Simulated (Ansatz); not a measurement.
## Electronic structure of HOSSi (charge +1) in real space

```yaml
atoms:
  - { symbol: O, position_ang: [-1.7475, -0.3959, -0.3653] }
  - { symbol: S, position_ang: [-3.8748, 1.4374, 1.6228] }
  - { symbol: Si, position_ang: [-2.6950, 0.3984, 0.5755] }
  - { symbol: H, position_ang: [-1.1234, -1.1335, -0.4507] }
```

Geometry: PBE0-D3(BJ)/def2-SVP.

All numbers below come from Ansatz 0.2.0, isolated molecule in a Gaussian basis; Kohn-Sham density functional theory, functional PBE0.

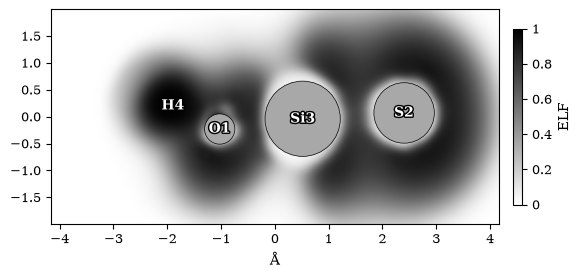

Figure 1. Electron localisation function on the molecular plane. Grey discs cover the atomic cores.

**Read the bonding off the picture.**

The plane passes through O, S, Si and H nuclei.
Si–O (1.55 Å): the ELF peaks at about 0.80 between the atoms; a polar covalent bond.
Si–S (1.89 Å): the ELF peaks at about 0.70 between the atoms.
O–H (0.97 Å): the ELF climbs to about 1 towards the hydrogen, as it does in any bond to H: a covalent bond by its length.
The ELF also peaks beside O1 and S2, away from the bonds: lone-pair regions.

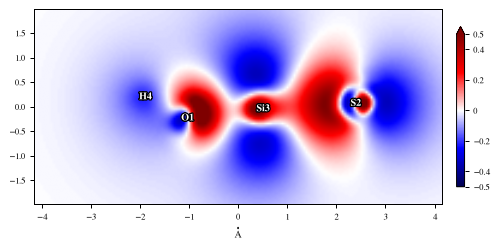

Figure 2. The LUMO on the molecular plane (values in Å⁻³ᐟ²; the overall sign is arbitrary).

**What is the character of this orbital?**

It lies mainly on Si3 (about 55 %), S2 (about 30 %) and O1 (about 10 %); it is symmetric in the molecular plane (an in-plane orbital: σ, lone-pair or in-plane π type). Its energy is −9.22 eV.

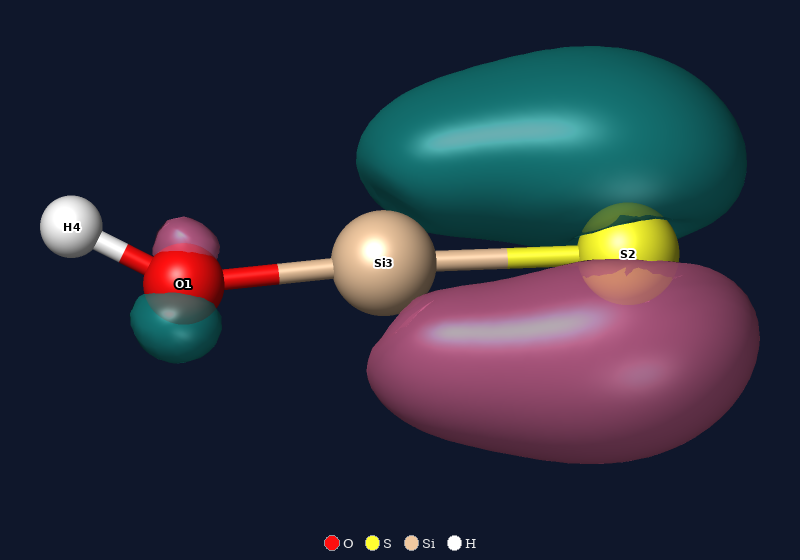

Figure 3. The HOMO−1 at ±0.15 Å⁻³ᐟ² (teal and pink are the two phases), seen at a tilt.

**What is the character of this orbital?**

By Hirshfeld shares it lies mainly on S2 (about 70 %) and Si3 (about 25 %); it is symmetric in the molecular plane (an in-plane orbital: σ, lone-pair or in-plane π type). Its energy is −14.58 eV.
